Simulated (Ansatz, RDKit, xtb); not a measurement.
# Isomers of C5H7NSi2, a sample narrowed down, part 2 of 2

A sample of isomers of C5H7NSi2 is drawn. Aim: find which of them has the lowest free energy at 298.15 K, then its properties. The sample is small against all isomers, and the most stable one of this formula need not be in it.

xtb, Ansatz and PySCF; isolated molecules.

## (9) Last filter: a higher level

Single points at CCSD(T)/def2-SVP + MP2/def2-TZVPP - MP2/def2-SVP on the refined geometries decide the order.

c009a, CCSD(T)/def2-SVP:

Input file input.yaml:

```yaml
crystal:
  periodic: [false, false, false]
  atoms:
    - symbol: C
      position_ang: [-1.870597, 2.559416, -0.197357]
    - symbol: C
      position_ang: [0.007438, 1.258280, 1.788833]
    - symbol: C
      position_ang: [0.392691, -0.011183, 2.049397]
    - symbol: C
      position_ang: [0.672888, -0.559093, -0.961610]
    - symbol: C
      position_ang: [0.288675, 0.708147, -1.234249]
    - symbol: N
      position_ang: [-2.969981, 2.908756, -0.363284]
    - symbol: Si
      position_ang: [-0.115741, 1.978731, 0.071589]
    - symbol: Si
      position_ang: [0.850492, -1.290262, 0.756360]
    - symbol: H
      position_ang: [0.715498, 3.209152, -0.074978]
    - symbol: H
      position_ang: [-0.245874, 1.916924, 2.634339]
    - symbol: H
      position_ang: [0.436486, -0.325751, 3.104732]
    - symbol: H
      position_ang: [-0.029162, -2.492364, 0.893241]
    - symbol: H
      position_ang: [2.256937, -1.754252, 0.971686]
    - symbol: H
      position_ang: [0.894122, -1.220962, -1.814602]
    - symbol: H
      position_ang: [0.212192, 1.021362, -2.287295]
basis:
  gaussian:
    orbitals: def2-SVP
correlation:
  method: ccsd_t
  frozen_orbitals: {Si: 5, C: 1, H: 0, "N": 1}
```

The run is started by

```
ansatz run input.yaml --threads 4 --pin off --max-ram 7830MiB --events-out events.jsonl --progress --plain --runs-dir runs
```

Output (excerpt; [...] marks lines left out):

```text
Warning: RAYON_NUM_THREADS=4 ignored (pool sized by the plan → 4); use --threads N
Functional definition: HF
  name "HF"
[...]
1567 factors; integrals over basis functions are off by at most 1.4e-3 eV
[...]
mean field -22458.67412212 eV, -825.3410509517 hartree, gradient 2.0e-6 eV, S^2 0.000000; 0 other end points of the search recorded, 0 dependent functions left out; unrestricted orbitals would lower it
16 core orbitals not correlated: weight in the atoms' cores, before any rotation towards them, 1.000 or more for the frozen orbitals, at most 0.000 for the correlated occupied ones
reference -22458.67412212 eV, -825.3410509517 hartree; 20, 20 occupied and 119, 119 virtual orbitals, 1567 factors
second order -26.59047459 eV of doubles, -0.00000000 eV of singles
cycle   1  -27.26479243 eV  change   -6.7e-1 eV  update   1.4e-1
[...]
cycle   9  -28.40424207 eV  change   -1.4e-6 eV  update   2.2e-5
perturbative correction -1.19723211 eV, -0.0439974685 hartree
Total energy: -22488.27559629 eV, -826.4288850630 hartree
```

Wall time 35 s (4 threads of Arm Neoverse V1, shared host); peak memory 1.4 GiB.

## (10) c009a at MP2/def2-TZVPP

Input file input.yaml:

```yaml
crystal:
  periodic: [false, false, false]
  atoms:
    - {symbol: C, position_ang: [-1.870597, 2.559416, -0.197357]}
    - {symbol: C, position_ang: [0.007438, 1.258280, 1.788833]}
    - {symbol: C, position_ang: [0.392691, -0.011183, 2.049397]}
    - {symbol: C, position_ang: [0.672888, -0.559093, -0.961610]}
    - {symbol: C, position_ang: [0.288675, 0.708147, -1.234249]}
    - {symbol: N, position_ang: [-2.969981, 2.908756, -0.363284]}
    - {symbol: Si, position_ang: [-0.115741, 1.978731, 0.071589]}
    - {symbol: Si, position_ang: [0.850492, -1.290262, 0.756360]}
    - {symbol: H, position_ang: [0.715498, 3.209152, -0.074978]}
    - {symbol: H, position_ang: [-0.245874, 1.916924, 2.634339]}
    - {symbol: H, position_ang: [0.436486, -0.325751, 3.104732]}
    - {symbol: H, position_ang: [-0.029162, -2.492364, 0.893241]}
    - {symbol: H, position_ang: [2.256937, -1.754252, 0.971686]}
    - {symbol: H, position_ang: [0.894122, -1.220962, -1.814602]}
    - {symbol: H, position_ang: [0.212192, 1.021362, -2.287295]}
basis:
  gaussian: {orbitals: def2-TZVPP}
correlation: {method: mp2, frozen_orbitals: {Si: 5, C: 1, H: 0, "N": 1}}
```

The run is started by

```
ansatz run input.yaml --threads 4 --pin off --max-ram 7830MiB --events-out events.jsonl --progress --plain --runs-dir runs
```

Output:

```text
Warning: RAYON_NUM_THREADS=4 ignored (pool sized by the plan → 4); use --threads N
Functional definition: HF
  name "HF"
  exchange = exact_x
  correlation = 0
2191 factors; integrals over basis functions are off by at most 9.8e-4 eV
mean field evaluation 1: about -22465.3392 eV, gradient 4.5e1 eV
mean field evaluation 2: about -22465.8436 eV, gradient 4.5e1 eV
mean field evaluation 4: about -22471.7079 eV, gradient 8.3e0 eV
mean field evaluation 8: about -22471.9187 eV, gradient 4.3e-1 eV
mean field -22471.91950388 eV, -825.8278097535 hartree, gradient 2.1e-6 eV, S^2 0.000000; 0 other end points of the search recorded, 0 dependent functions left out; unrestricted orbitals would lower it
mean field evaluation 16: about -22471.8707 eV, gradient 1.6e0 eV
16 core orbitals not correlated: weight in the atoms' cores, before any rotation towards them, 1.000 or more for the frozen orbitals, at most 0.000 for the correlated occupied ones
reference -22471.91950388 eV, -825.8278097535 hartree; 20, 20 occupied and 332, 332 virtual orbitals, 2191 factors
second order -32.48755591 eV of doubles, -0.00000000 eV of singles
Total energy: -22504.40705979 eV, -827.0217054122 hartree
```

Run time: 14 s. Hardware: 4 threads of Arm Neoverse V1, shared host; peak memory 1.4 GiB.

## (11) c453a at CCSD(T)/def2-SVP

Input file input.yaml:

```yaml
crystal:
  periodic: [false, false, false]
  atoms:
    - {symbol: C, position_ang: [-0.760384, 0.658256, 3.039539]}
    - {symbol: C, position_ang: [-0.344734, 0.337615, 1.709829]}
    - {symbol: C, position_ang: [0.943484, -0.024375, 1.457353]}
    - {symbol: C, position_ang: [0.291908, -0.351213, -1.526775]}
    - {symbol: C, position_ang: [-0.988542, 0.007208, -1.284145]}
    - {symbol: N, position_ang: [-1.160715, 0.931424, 4.101868]}
    - {symbol: Si, position_ang: [1.633157, -0.471272, -0.228509]}
    - {symbol: Si, position_ang: [-1.699693, 0.458872, 0.385798]}
    - {symbol: H, position_ang: [1.633629, -0.056225, 2.314809]}
    - {symbol: H, position_ang: [2.768098, 0.448486, -0.551488]}
    - {symbol: H, position_ang: [2.196782, -1.856084, -0.174327]}
    - {symbol: H, position_ang: [0.572231, -0.591705, -2.564857]}
    - {symbol: H, position_ang: [-1.685833, 0.040289, -2.137203]}
    - {symbol: H, position_ang: [-2.239053, 1.851674, 0.376938]}
    - {symbol: H, position_ang: [-2.816816, -0.460662, 0.756372]}
basis:
  gaussian:
    orbitals: def2-SVP
correlation:
  method: ccsd_t
  frozen_orbitals: {Si: 5, C: 1, H: 0, "N": 1}
```

The run is started by

```
ansatz run input.yaml --threads 4 --pin off --max-ram 7830MiB --events-out events.jsonl --progress --plain --runs-dir runs
```

Output (excerpt; [...] marks lines left out):

```text
Warning: RAYON_NUM_THREADS=4 ignored (pool sized by the plan → 4); use --threads N
Functional definition: HF
  name "HF"
[...]
1567 factors; integrals over basis functions are off by at most 1.3e-3 eV
[...]
mean field -22458.23694566 eV, -825.3249850132 hartree, gradient 2.0e-6 eV, S^2 0.000000; 0 other end points of the search recorded, 0 dependent functions left out; unrestricted orbitals would lower it
16 core orbitals not correlated: weight in the atoms' cores, before any rotation towards them, 1.000 or more for the frozen orbitals, at most 0.000 for the correlated occupied ones
reference -22458.23694566 eV, -825.3249850132 hartree; 20, 20 occupied and 119, 119 virtual orbitals, 1567 factors
second order -26.71438382 eV of doubles, -0.00000000 eV of singles
cycle   1  -27.32518163 eV  change   -6.1e-1 eV  update   1.4e-1
[...]
cycle  10  -28.49326962 eV  change    3.4e-5 eV  update   1.9e-5
perturbative correction -1.22845086 eV, -0.0451447363 hartree
Total energy: -22487.95866613 eV, -826.4172380945 hartree
```

It took 36 s on 4 threads of Arm Neoverse V1, shared host; peak memory 1.4 GiB.

For c009a, c453a, c283a the log finds that unrestricted Hartree-Fock orbitals lie lower, a sign to watch the closed-shell reference there.

## (12) Free energies and the winner

Energies in kcal/mol from c009a; G adds the thermal terms to the CCSD(T)/def2-SVP + MP2/def2-TZVPP - MP2/def2-SVP energy. The columns left of the relaxed level are at the tight-binding geometries.

```
label                   SMILES     spin  GFN2-xTB  HF/STO-3G  r2SCAN-D4/def2-SVP  r2SCAN-D4/def2-SVP, relaxed  HF/def2-SVP  MP2/def2-SVP  CCSD(T)/def2-SVP + MP2/def2-TZVPP - MP2/def2-SVP     G  share at equilibrium     T1
c009a   N#C[SiH]1C=C[SiH2]C=C1  singlet       0.0        0.0                 0.0                          0.0          0.0           0.0                                               0.0   0.0               100.0 %  0.013
c453a  N#CC1=C[SiH2]C=C[SiH2]1  singlet     -15.1       12.2                 6.6                          6.3         10.1           7.2                                              10.4   9.5               < 0.1 %  0.014
c283a  N#C/C=C/[SiH2]C#C[SiH3]  singlet       3.9       48.5                36.9                         36.6         31.3          30.0                                              34.3  27.5               < 0.1 %  0.014
```

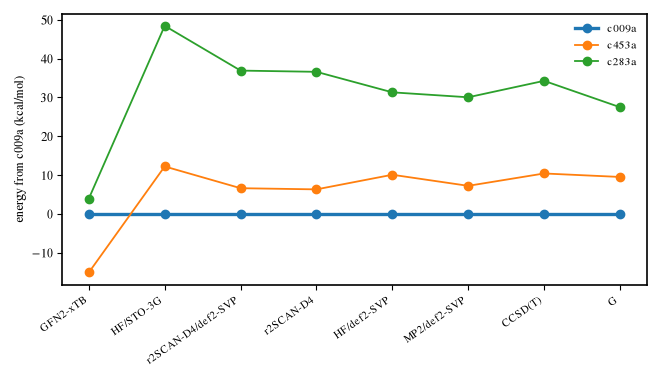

The finalists at each level, measured from c009a.

Lowest found: c009a, `N#C[SiH]1C=C[SiH2]C=C1`, a singlet. Bond lengths: C2–C3 1.352 Å, C4–C5 1.352 Å, C1–N6 1.165 Å, C1–Si7 1.868 Å, C2–Si7 1.866 Å, C5–Si7 1.866 Å, C3–Si8 1.876 Å, C4–Si8 1.876 Å, Si7–H9 1.492 Å, C2–H10 1.101 Å, C3–H11 1.102 Å, Si8–H12 1.496 Å, Si8–H13 1.497 Å, C4–H14 1.102 Å, C5–H15 1.101 Å. Some angles: C2–C3–Si8 125.2°, C3–C2–Si7 124.0°, C4–C5–Si7 124.0°, C5–C4–Si8 125.2°, N6–C1–Si7 179.3°, C1–Si7–C2 108.3°, C1–Si7–C5 108.3°, C2–Si7–C5 111.5°, C3–Si8–C4 110.0°, C2–C3–H11 117.6°.

```xyz
15

C    -1.8706    2.5594   -0.1974
C     0.0074    1.2583    1.7888
C     0.3927   -0.0112    2.0494
C     0.6729   -0.5591   -0.9616
C     0.2887    0.7081   -1.2342
N    -2.9700    2.9088   -0.3633
Si   -0.1157    1.9787    0.0716
Si    0.8505   -1.2903    0.7564
H     0.7155    3.2092   -0.0750
H    -0.2459    1.9169    2.6343
H     0.4365   -0.3258    3.1047
H    -0.0292   -2.4924    0.8932
H     2.2569   -1.7543    0.9717
H     0.8941   -1.2210   -1.8146
H     0.2122    1.0214   -2.2873
```

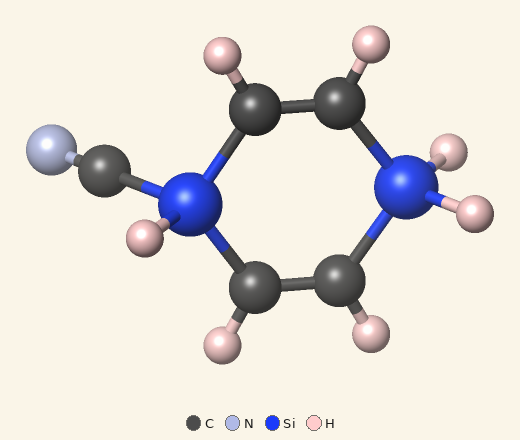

The lowest structure found, seen from a chosen angle (carbon dark grey, nitrogen light blue, silicon blue, hydrogen pink).

## (13) What came out

What follows sums up all 2 parts.

```
                                 quantity                                                                     value
                   lowest structure found                                           N#C[SiH]1C=C[SiH2]C=C1, singlet
                            next finalist                N#CC1=C[SiH2]C=C[SiH2]1, singlet, 9.5 kcal/mol higher in G
share at equilibrium, among the finalists                                                                   100.0 %
                                   funnel  16 starts, 16 minima at GFN2-xTB, 11 screening runs, 3 relaxed, 3 ranked
                     CPU time of all runs                                                                    16 min
```

What this shows: `N#C[SiH]1C=C[SiH2]C=C1` comes out lowest. Among the finalists first place is clear (9.5 kcal/mol); structures outside the list aren't covered. HF/STO-3G, r2SCAN-D4/def2-SVP, r2SCAN-D4/def2-SVP, relaxed, HF/def2-SVP and MP2/def2-SVP already put its bonding pattern lowest among the structures in one piece; GFN2-xTB favours the singlet N#CC1=C[SiH2]C=C[SiH2]1. The largest share of the time went into the final energies (60 %). Lowest found is not proven lowest: the search is finite, and each finalist counts with one conformer. Only 11 drawn patterns were tried, so whole families of isomers are missing, and the result ranks this sample alone.
